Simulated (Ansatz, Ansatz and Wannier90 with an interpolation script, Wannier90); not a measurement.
# SiO2 (Stishovite): what limits a Wannier interpolation of GW, part 2 of 3

Wanted: errors and cost of interpolated bands of SiO2 (Stishovite) under coarser or faulty settings.

Wannier90 4.0.3; maximally localised Wannier functions from the overlaps of LDA states (plane waves, PAW). Known limits of the many-body steps: not at the basis limit; coarse k mesh.

So far. Step 3 (Wannier model on 8×8×12, by Wannier90): Near the gap the model misses directly solved bands by 2.3 meV r.m.s. and by 39 meV at most in the window tested. This tests the starting bands, not the corrections carried with them.

### Step 4. Wannier model on 8×8×12, by the program's own minimiser

This step: maximally localised Wannier functions, LDA, plane waves, PAW.

input.yaml

```yaml
crystal:
  lattice:
    - [4.1773, 0.0, 0.0]
    - [0.0, 4.1773, 0.0]
    - [0.0, 0.0, 2.6652]
  atoms:
    - { symbol: Si, position: [0.0, 0.0, 0.0] }
    - { symbol: Si, position: [0.5, 0.5, 0.5] }
    - { symbol: O, position: [0.3059, 0.3059, 0.0] }
    - { symbol: O, position: [0.1941, 0.8059, 0.5] }
    - { symbol: O, position: [0.6941, 0.6941, 0.0] }
    - { symbol: O, position: [0.8059, 0.1941, 0.5] }
kpoints:
  mp_grid: { grid: [4, 4, 6] }
hamiltonian:
  xc: lda
scf:
  occupations: { method: fixed }
  n_extra_bands: 30
output:
  wannier:
    kmesh: [8, 8, 12]
    projections:
      - { species: O, l: p, shell: 2 }
      - { species: Si, l: s, shell: 3 }
      - { species: Si, l: p, shell: 3 }
    minimise: true
    write_hr: true
    seedname: w
    conv_tol: 1.0e-06
    max_iter: 20000
    stability_check: false
    disentanglement:
      window: [-0.77, 28.48]
      frozen_window: [-0.77, 19.92]
      conv_tol: 1.0e-08
```

The run is started by

```bash
$ ansatz run input.yaml --threads 8 --pin off --max-ram 18432MiB --backend cpu --events-out ev --progress --plain --runs-dir out
```

Numbers of over 12 decimals in the logs are rounded to 6 here.

The program printed:

```text
scf.n_extra_bands = 30 over 16 filled bands (N_el = 32.0): the run solves 46 bands
Engine: ansatz 0.2.0, aarch64-unknown-linux-gnu
Pseudopotentials: kind: paw
Pseudopotential: Si, paw, valence charge 4, recommended cutoff 420 eV (normal), Si.paw.azcp
Pseudopotential: O, paw, valence charge 6, recommended cutoff 420 eV (normal), O.paw.azcp
Functional definition: SPW92
  exchange = slater_x
  correlation = pw_c
Crystal: 6 atoms, lattice volume = 46.507 Å³
Basis set: ecut = 420 eV, 913 PW (Γ)
Bands: 46, of which v1, the nominal top of the filled ones, is band 16 counted from 1 (15 counted from 0)
Symmetry: 16 space group operations
Space group: P42/mnm (ITA 136), of the structure as read, at distance tolerance 3.6e-5 Å
k-points: 24 of 96
Non-local potential: Si, projectors of the file, l = 0: 2, l = 1: 2, l = 2: 2
Non-local potential: O, projectors of the file, l = 0: 2, l = 1: 2, l = 2: 1
PAW form: soft (Blöchl's): semilocal exchange-correlation on the pseudo side does not see the compensation charge
PAW frozen core: Si, regenerated for the run's functional, and the local potential with it (the file was generated under x = pbe(κ = 0.804, μ = 0.219515), c = pbe(β = 0.066725))
PAW frozen core: O, regenerated for the run's functional, and the local potential with it (the file was generated under x = pbe(κ = 0.804, μ = 0.219515), c = pbe(β = 0.066725))
PAW one-centre angular grid: Si, 110 points (default); XC on 64 Gauss nodes
PAW one-centre angular grid: O, 110 points (default); XC on 64 Gauss nodes
Initial density: superposition of atomic densities (neutral atoms: chi_scale 0, normalization atom), corrected by the library's trained network
[...]
SCF 1 converged in 6 iterations: F = -3445.417450 eV  dr2 = 1.21e-9
[...]
NSCF: frozen V_eff on 109 k-points
the Wannier pass solved 109 of the 768 points of its mesh, and has the states at the others by symmetry: states obtained by the crystal's operations at points that were solved too leave a residual of 4.42e-13 eV (read by the count's bands and the next), within 6.67e-6 eV
SCF converged after 6 iterations
Free energy (F): -3445.417450 eV
Harris-Foulkes:  -3445.417450 eV  (|F-HF|=1.20e-10)
Internal energy: -3445.417450 eV  (E = F + TS)
E sigma→0 (E₀):  -3445.417450 eV
Fermi energy:    10.309875 eV
--- Per-component energies (eV) ---
  E_band       = 58.074053
  E_kinetic    = 810.737597
  E_local      = -1218.550275  (includes V_loc(G=0)·N_el)
  E_nonlocal   = 246.480660
  E_hartree    = 427.166556
  E_xc         = -406.508153
  E_vxc        = -476.767992  (∫ρ·V_xc dr)
  E_paw        = -1565.119944  (= ΣΔE_a)
  E_vpaw       = -158.169372  (= ΣTr[D̂ρ^β])
  E_aug_tail   = 0.010316  (compensation charges beyond the density's cutoff)
  E_ewald      = -1740.190554
  E_core_change = 0.556347  (= ΣΔE_core)
  E_smearing   = -0.000000  (= −TS)
  E_closure    = 0.000000  (closes the sum)
  Σ components = -3445.417450   (vs F -3445.417450, Δ=0.00e0)
--- Band table (eV; the first three rows and the last of 24) ---
  k-point 0: bands = [... 12 lower, 7.7694, 9.4101, 9.4101, 10.3099, 15.9248, 16.7815, 18.6665, 18.6665, ... 26 higher]
  k-point 1: bands = [... 12 lower, 6.6609, 9.1303, 9.1303, 9.9593, 17.0290, 18.5937, 20.1360, 20.1360, ... 26 higher]
  k-point 2: bands = [... 12 lower, 5.4806, 8.2999, 8.2999, 8.8405, 18.1334, 20.4741, 20.8858, 22.4511, ... 26 higher]
  k-point 23: bands = [... 12 lower, 8.5164, 8.5164, 8.7355, 8.7355, 17.3632, 17.3632, 21.0830, 21.0830, ... 26 higher]
Wannier search: line search 1 of at most 20000: gauge-dependent spread (as the search counts it) 5.6377397 Å², largest recent change 2.7e-1 Å² against conv_tol 1.0e-6 Å², 0 stops escaped
```

Elapsed: 7.9 s, on 8 threads of Arm Neoverse V2, shared host; peak memory 0.86 GiB.

In the SCF lines HF is the Harris–Foulkes energy and dr2 the Hartree energy of the density residual, in eV; the loop may stop once dr2 is under the threshold and the program's other checks hold. Hψ counts applications of the Hamiltonian.

This step gave:

- gauge-invariant spread: 22.02 Å²
- diagonal spread: 0.003925 Å²
- off-diagonal spread: 5.130 Å²
- total spread: 27.16 Å²
- least projectability: 0.1854
- localisation steps: 56
- disentanglement steps: 312
- r.m.s. interpolation error: 0.001316 eV
- r.m.s. error near the gap: 0.002315 eV

Near the gap the model misses directly solved bands by 2.3 meV r.m.s. and by 39 meV at most in the window tested. This tests the starting bands, not the corrections carried with them.

Frozen up to 9.61 eV; above it the model need not follow the bands. The electronic bands at the labelled points (eV, zero at the valence-band top; v1 is the highest filled band, c1 the lowest empty one):

```tsv
point	v4	v3	v2	v1	c1	c2	c3	c4
Γ	-2.54	-0.90	-0.90	0.00	5.61	6.47	8.36	8.36
X	-2.72	-2.72	-1.08	-1.08	7.63	7.63	8.91	8.91
M	-2.72	-2.72	-2.32	-2.32	7.29	7.29	9.90	9.90
Γ	-2.54	-0.90	-0.90	0.00	5.61	6.47	8.36	8.36
Z	-3.16	-3.16	-2.72	-2.72	8.91	8.91	12.56	12.56
R	-2.32	-2.32	-1.80	-1.80	8.60	8.60	9.74	9.74
A	-1.79	-1.79	-1.57	-1.57	7.05	7.05	11.19	11.19
Z	-3.16	-3.16	-2.72	-2.72	8.91	8.91	12.56	12.56
jump to X	-2.72	-2.72	-1.08	-1.08	7.63	7.63	8.91	8.91
R	-2.32	-2.32	-1.80	-1.80	8.60	8.60	9.74	9.74
jump to M	-2.72	-2.72	-2.32	-2.32	7.29	7.29	9.90	9.90
A	-1.79	-1.79	-1.57	-1.57	7.05	7.05	11.19	11.19
```

The same for Kohn-Sham, solved directly:

```tsv
point	v4	v3	v2	v1	c1	c2	c3	c4
Γ	-2.54	-0.90	-0.90	0.00	5.61	6.47	8.36	8.36
X	-2.72	-2.72	-1.08	-1.08	7.63	7.63	8.91	8.91
M	-2.72	-2.72	-2.32	-2.32	7.29	7.29	9.89	9.89
Γ	-2.54	-0.90	-0.90	0.00	5.61	6.47	8.36	8.36
Z	-3.16	-3.16	-2.72	-2.72	8.91	8.91	12.41	12.41
R	-2.32	-2.32	-1.80	-1.80	8.60	8.60	9.73	9.73
A	-1.79	-1.79	-1.57	-1.57	7.05	7.05	10.77	10.77
Z	-3.16	-3.16	-2.72	-2.72	8.91	8.91	12.41	12.41
X	-2.72	-2.72	-1.08	-1.08	7.63	7.63	8.91	8.91
R	-2.32	-2.32	-1.80	-1.80	8.60	8.60	9.73	9.73
M	-2.72	-2.72	-2.32	-2.32	7.29	7.29	9.89	9.89
A	-1.79	-1.79	-1.57	-1.57	7.05	7.05	10.77	10.77
```

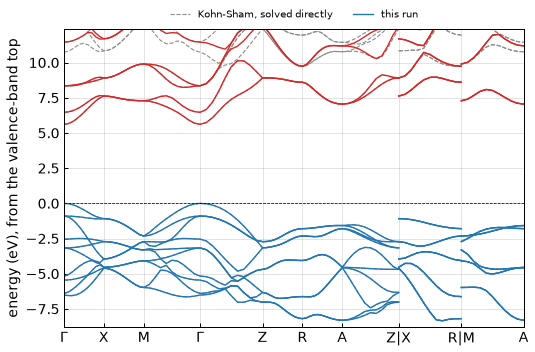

Electronic bands along the path; lines of filled and empty bands in two colours; dashed: Kohn-Sham, solved directly.

### Step 5. Wannier model on 4×4×6, by Wannier90

This step: maximally localised Wannier functions from the overlaps of LDA states (plane waves, PAW).

w.win

```
num_iter = 1200
conv_tol = 1.0e-8
conv_window = 5
dis_num_iter = 4000
dis_conv_tol = 1.0e-8
dis_mix_ratio = 0.7
write_hr = true
use_ws_distance = false
num_print_cycles = 50
! ansatz wannier90 interface
! projections by site (counted from 0) and shell: 2 2P, 3 2P, 4 2P, 5 2P, 0 3S, 1 3S, 0 3P, 1 3P
! states of the run's bands (counted from 1): 1-32
num_bands = 32
num_wann  = 20
dis_win_min = -0.77
dis_win_max = 28.48
dis_froz_min = -0.77
dis_froz_max = 19.92
guiding_centres = true

begin unit_cell_cart
Ang
                   4.1773                      0.0                      0.0
                      0.0                   4.1773                      0.0
                      0.0                      0.0                   2.6652
end unit_cell_cart

begin atoms_frac
Si                       0.0                      0.0                      0.0
Si                       0.5                      0.5                      0.5
O                     0.3059                   0.3059                      0.0
O                     0.1941                   0.8059                      0.5
O                     0.6941                   0.6941                      0.0
O                     0.8059                   0.1941                      0.5
end atoms_frac

mp_grid = 4 4 6

[... the mesh's points ...]
```

The run is started by

```bash
$ OMP_NUM_THREADS=1 mpirun -n 8 wannier90.x w > wannier90.x.log
```

The program printed:

```text
[banner, memory and clock lines left out]
TEM
                                    ------

                              Lattice Vectors (Ang)
                    a_1     4.177300   0.000000   0.000000
                    a_2     0.000000   4.177300   0.000000
                    a_3     0.000000   0.000000   2.665200

                   Unit Cell Volume:      46.50730  (Ang^3)

                        Reciprocal-Space Vectors (Ang^-1)
                    b_1     1.504126   0.000000   0.000000
                    b_2     0.000000   1.504126   0.000000
                    b_3     0.000000   0.000000   2.357491

 *----------------------------------------------------------------------------*
 |   Site       Fractional Coordinate          Cartesian Coordinate (Ang)     |
 +----------------------------------------------------------------------------+
 | si   1   0.00000   0.00000   0.00000   |    0.00000   0.00000   0.00000    |
 | si   2   0.50000   0.50000   0.50000   |    2.08865   2.08865   1.33260    |
 | o    1   0.30590   0.30590   0.00000   |    1.27784   1.27784   0.00000    |
 | o    2   0.19410   0.80590   0.50000   |    0.81081   3.36649   1.33260    |
 | o    3   0.69410   0.69410   0.00000   |    2.89946   2.89946   0.00000    |
 | o    4   0.80590   0.19410   0.50000   |    3.36649   0.81081   1.33260    |
 *----------------------------------------------------------------------------*
                                ------------
                                K-POINT GRID
                                ------------

             Grid size =  4 x  4 x  6      Total points =   96

 *---------------------------------- MAIN ------------------------------------*
 |  Number of Wannier Functions               :                20             |
[...]
Sum of centres and spreads ( 33.418400, 33.418400, 13.326000 )    25.33755672

      1    -0.377E+00     0.5532135411       25.3375567192       0.30  <-- CONV
        O_D=      0.0046585 O_OD=      5.2584115 O_TOT=     25.3375567 <-- SPRD
 Delta: O_D= -0.2730804E-04 O_OD= -0.3774323E+00 O_TOT= -0.3774596E+00 <-- DLTA

             <<<     Delta < 1.000E-08  over  5 iterations     >>>
             <<< Wannierisation convergence criteria satisfied >>>

 Final State
[...]
WF centre and spread   19  (  2.088650,  2.088650,  1.332600 )     1.84908896
  WF centre and spread   20  (  2.088650,  2.088650,  1.332600 )     1.84908896
  Sum of centres and spreads ( 33.418400, 33.418400, 13.326000 )    25.08849451

         Spreads (Ang^2)       Omega I      =    20.074486747
        ================       Omega D      =     0.004309043
                               Omega OD     =     5.009698720
    Final Spread (Ang^2)       Omega Total  =    25.088494511

 Writing checkpoint file w.chk... done

 *---------------------------------------------------------------------------*
 |                               PLOTTING                                    |
 *---------------------------------------------------------------------------*

 *===========================================================================*
 |                             TIMING INFORMATION                            |
 *===========================================================================*
 |    Tag                                                Ncalls      Time (s)|
 |---------------------------------------------------------------------------|
 |kmesh: get                                        :         1         0.024|
 |overlap: read                                     :         1         0.361|
 |dis: main                                         :         1         0.314|
 |wann: main                                        :         1         0.158|
 |plot: main                                        :         1         0.102|
 *---------------------------------------------------------------------------*
 All done: wannier90 exiting
```

Elapsed: 1.9 s, on 8 MPI ranks; 13 s of CPU time.

This step gave:

* gauge-invariant spread: 20.07 Å²
* diagonal spread: 0.004309 Å²
* off-diagonal spread: 5.010 Å²
* total spread: 25.09 Å²
* disentanglement steps: 109
* r.m.s. interpolation error: 0.007888 eV
* r.m.s. error near the gap: 0.01374 eV

Near the gap the model misses directly solved bands by 13.7 meV r.m.s. and by 106 meV at most in the window tested. This tests the starting bands, not the corrections carried with them.

Frozen up to 9.61 eV; above it the model need not follow the bands. Electronic bands along the path, in eV, zero at the valence-band top; v1 is the highest filled band, c1 the lowest empty one:

```tsv
point	v4	v3	v2	v1	c1	c2	c3	c4
Γ	-2.54	-0.90	-0.90	0.00	5.61	6.47	8.36	8.36
X	-2.72	-2.72	-1.08	-1.08	7.63	7.63	8.91	8.91
M	-2.72	-2.72	-2.32	-2.32	7.29	7.29	9.91	9.91
Γ	-2.54	-0.90	-0.90	0.00	5.61	6.47	8.36	8.36
Z	-3.16	-3.16	-2.72	-2.72	8.91	8.91	12.56	12.56
R	-2.32	-2.32	-1.80	-1.80	8.60	8.60	9.78	9.78
A	-1.79	-1.79	-1.57	-1.57	7.05	7.05	11.46	11.46
Z	-3.16	-3.16	-2.72	-2.72	8.91	8.91	12.56	12.56
jump to X	-2.72	-2.72	-1.08	-1.08	7.63	7.63	8.91	8.91
R	-2.32	-2.32	-1.80	-1.80	8.60	8.60	9.78	9.78
jump to M	-2.72	-2.72	-2.32	-2.32	7.29	7.29	9.91	9.91
A	-1.79	-1.79	-1.57	-1.57	7.05	7.05	11.46	11.46
```

The same for Kohn-Sham, solved directly:

(Unchanged from step 4.)

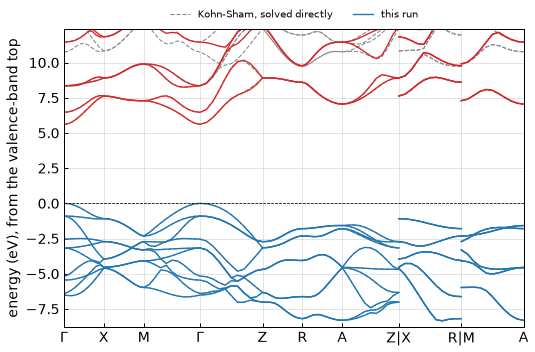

Electronic bands along the path; lines of filled and empty bands in two colours; dashed: Kohn-Sham, solved directly.

### Step 6. A faulty Wannier input

Edit w.win of step 5 so:

```diff
@@ -16,4 +16,2 @@
 dis_win_max = 28.48
-dis_froz_min = -0.77
-dis_froz_max = 19.92
 guiding_centres = true
```

The program printed:

```text
[banner, memory and clock lines left out]
TEM
                                    ------

                              Lattice Vectors (Ang)
                    a_1     4.177300   0.000000   0.000000
                    a_2     0.000000   4.177300   0.000000
                    a_3     0.000000   0.000000   2.665200

                   Unit Cell Volume:      46.50730  (Ang^3)

                        Reciprocal-Space Vectors (Ang^-1)
                    b_1     1.504126   0.000000   0.000000
                    b_2     0.000000   1.504126   0.000000
                    b_3     0.000000   0.000000   2.357491

 *----------------------------------------------------------------------------*
 |   Site       Fractional Coordinate          Cartesian Coordinate (Ang)     |
 +----------------------------------------------------------------------------+
 | si   1   0.00000   0.00000   0.00000   |    0.00000   0.00000   0.00000    |
 | si   2   0.50000   0.50000   0.50000   |    2.08865   2.08865   1.33260    |
 | o    1   0.30590   0.30590   0.00000   |    1.27784   1.27784   0.00000    |
 | o    2   0.19410   0.80590   0.50000   |    0.81081   3.36649   1.33260    |
 | o    3   0.69410   0.69410   0.00000   |    2.89946   2.89946   0.00000    |
 | o    4   0.80590   0.19410   0.50000   |    3.36649   0.81081   1.33260    |
 *----------------------------------------------------------------------------*
                                ------------
                                K-POINT GRID
                                ------------

             Grid size =  4 x  4 x  6      Total points =   96

 *---------------------------------- MAIN ------------------------------------*
 |  Number of Wannier Functions               :                20             |
[...]
Sum of centres and spreads ( 33.418400, 33.418400, 13.326000 )    21.64016008

      1    -0.372E+00     0.4616765908       21.6401600758       0.35  <-- CONV
        O_D=      0.0013892 O_OD=      4.5991594 O_TOT=     21.6401601 <-- SPRD
 Delta: O_D=  0.1393300E-03 O_OD= -0.3724763E+00 O_TOT= -0.3723370E+00 <-- DLTA

             <<<     Delta < 1.000E-08  over  5 iterations     >>>
             <<< Wannierisation convergence criteria satisfied >>>

 Final State
[...]
WF centre and spread   19  (  2.088650,  2.088650,  1.332600 )     1.74296735
  WF centre and spread   20  (  2.088650,  2.088650,  1.332600 )     1.74296735
  Sum of centres and spreads ( 33.418400, 33.418400, 13.326000 )    21.41086683

         Spreads (Ang^2)       Omega I      =    17.039611421
        ================       Omega D      =     0.000502963
                               Omega OD     =     4.370752441
    Final Spread (Ang^2)       Omega Total  =    21.410866825

 Writing checkpoint file w.chk... done

 *---------------------------------------------------------------------------*
 |                               PLOTTING                                    |
 *---------------------------------------------------------------------------*

 *===========================================================================*
 |                             TIMING INFORMATION                            |
 *===========================================================================*
 |    Tag                                                Ncalls      Time (s)|
 |---------------------------------------------------------------------------|
 |kmesh: get                                        :         1         0.024|
 |overlap: read                                     :         1         0.361|
 |dis: main                                         :         1         0.358|
 |wann: main                                        :         1         0.167|
 |plot: main                                        :         1         0.101|
 *---------------------------------------------------------------------------*
 All done: wannier90 exiting
```

The job ended after 1.9 s (8 MPI ranks).

Numbers from this step:

- gauge-invariant spread: 17.04 Å²
- diagonal spread: 5.03e-4 Å²
- off-diagonal spread: 4.371 Å²
- total spread: 21.41 Å²
- disentanglement steps: 99
- r.m.s. interpolation error: 0.6626 eV
- r.m.s. error near the gap: 0.6540 eV

No frozen window. The electronic bands at the labelled points (eV, zero at the valence-band top; v1 is the highest filled band, c1 the lowest empty one):

```tsv
point	v4	v3	v2	v1	c1	c2	c3	c4
Γ	-2.41	-0.90	-0.90	0.00	5.62	8.36	8.36	10.20
X	-2.72	-2.72	-0.92	-0.92	8.13	8.13	9.03	9.03
M	-2.46	-2.46	-2.11	-2.11	8.12	8.12	9.91	9.91
Γ	-2.41	-0.90	-0.90	0.00	5.62	8.36	8.36	10.20
Z	-1.88	-1.88	-1.55	-1.55	10.05	10.05	12.56	12.56
R	-1.71	-1.71	-1.58	-1.58	9.79	9.79	10.23	10.23
A	-1.48	-1.48	-1.38	-1.38	7.05	7.05	11.45	11.45
Z	-1.88	-1.88	-1.55	-1.55	10.05	10.05	12.56	12.56
jump to X	-2.72	-2.72	-0.92	-0.92	8.13	8.13	9.03	9.03
R	-1.71	-1.71	-1.58	-1.58	9.79	9.79	10.23	10.23
jump to M	-2.46	-2.46	-2.11	-2.11	8.12	8.12	9.91	9.91
A	-1.48	-1.48	-1.38	-1.38	7.05	7.05	11.45	11.45
```

The same for Kohn-Sham, solved directly:

(Unchanged from step 4.)

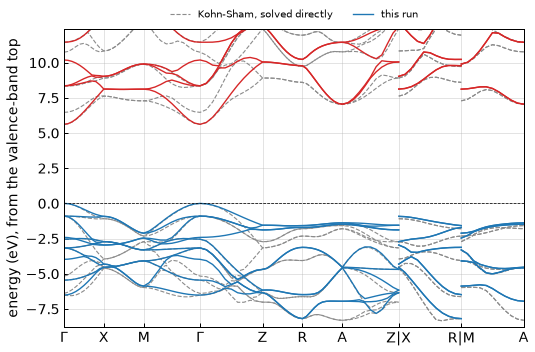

Electronic bands along the path; lines of filled and empty bands in two colours; dashed: Kohn-Sham, solved directly.

The fault put into this input: nothing frozen.

### Step 7. G0W0: 4×4×6 mesh, 194 empty bands, screening to 150 eV

G0W0 replaces the xc potential by the self-energy, built once from these orbitals. Only a window of levels is corrected, while the sums run over the empty bands that the input names.

This step: G0W0 on LDA, plane waves, PAW.

input.yaml, the sections that differ from step 4:

```yaml
scf:
  occupations: { method: fixed }
gw:
  n_empty_bands: 194
  ecut_chi: 150.0
  qp_bands: [v12, c4]
  screening: { model: contour_deformation }
# crystal, kpoints, hamiltonian: as in step 4
# output: removed
```

The run is started by

```bash
$ ansatz run input.yaml --threads 8 --pin off --max-ram 18432MiB --backend cpu --events-out ev --progress --plain --runs-dir out
```

The program printed:

```text
[...]
Crystal: 6 atoms, lattice volume = 46.507 Å³
Basis set: ecut = 420 eV, 913 PW (Γ)
Bands: 22, of which v1, the nominal top of the filled ones, is band 16 counted from 1 (15 counted from 0)
Symmetry: 16 space group operations
[...]
k-points: 24 of 96
[...]
0    12      7.1414   -26.6034     4.1796   -21.1609  0.8138     5.8691     5.8785  root
[...]
23    17     17.3631   -11.8353    -4.7188   -18.4955  0.8466    19.3216    19.3045  root
    23    18     17.3631   -11.8353    -4.7188   -18.4955  0.8466    19.3216    19.3045  root
    23    19     21.0830    -8.5005    -5.0050   -15.2548  0.8490    22.8485    22.8323  root
    23    20     21.0830    -8.5005    -5.0050   -15.2548  0.8490    22.8485    22.8323  root
[key lines of the parts left out:]
SCF converged after 6 iterations
Free energy (F): -3445.417450 eV
Fermi energy:    10.309879 eV
```

The job ended after 82 s (8 threads; peak memory 0.81 GiB; 10 min of CPU time).

The G0W0 gap on the mesh is 8.508 eV.

(Continued in part 3 of 3.)

[Paths, hosts, dates, memory and timing lines, banners, echoed tables and standing remarks are left out of the program output.]

[Logs are printed without paths, hosts, clocks, repeated set-up lines and the standing remarks that a program may print on its own settings, such as how far it seeks lower states.]

[Runs of the session that timed out or met a known fault of the program may be left out.]

[Hosts, paths, dates, database ids (printed as entryN), source tags and the programs' standing remarks are cut or masked in the printed files.]
